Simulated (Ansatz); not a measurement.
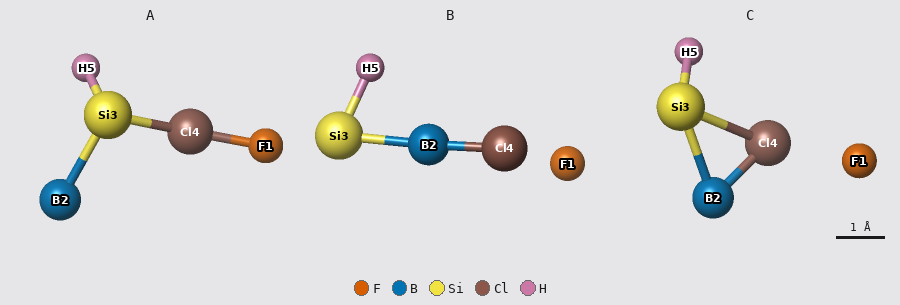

3 geometries from one relaxation of BSiHClF, in shuffled order. A ball-and-stick model, seen face on.

It is one of the separated reactants of a reaction.

These are results of RKS PBE-D4/def2-SVP in Ansatz, not measurements. Set-up: force threshold 0.03 eV/Å; at most 250 steps.

**Order the frames from highest to lowest energy.**

A, C, B. They are steps 0, 18, 31, at +4.626 eV, +2.022 eV relative to the last. After 31 geometry steps the energy has fallen by 4.626 eV. Largest force component: 5.7 eV/Å at the start, 0.02 eV/Å at the end. The forces were under the threshold at step 16, but the run went on from there. The largest move after the best rigid fit is that of B2, 1.86 Å. By element the largest moves are B 1.86 Å, Si 1.66 Å, Cl 0.98 Å, F 0.69 Å, H 0.42 Å. Near-neighbour distances that change, for instance: Si3–Cl4 1.961 → 3.566 Å, B2–Cl4 3.111 → 1.644 Å, F1–Cl4 1.620 → 2.039 Å, B2–Si3 2.108 → 1.924 Å. New bonds form: B2–Cl4 (3.11 → 1.64 Å). Bonds break: Si3–Cl4 (1.96 → 3.57 Å). Bond angles that change, for instance: B2–Si3–H5 104.4° → 72.0°. The run took 60 s on 2 threads of Arm Neoverse N1 (shared host).
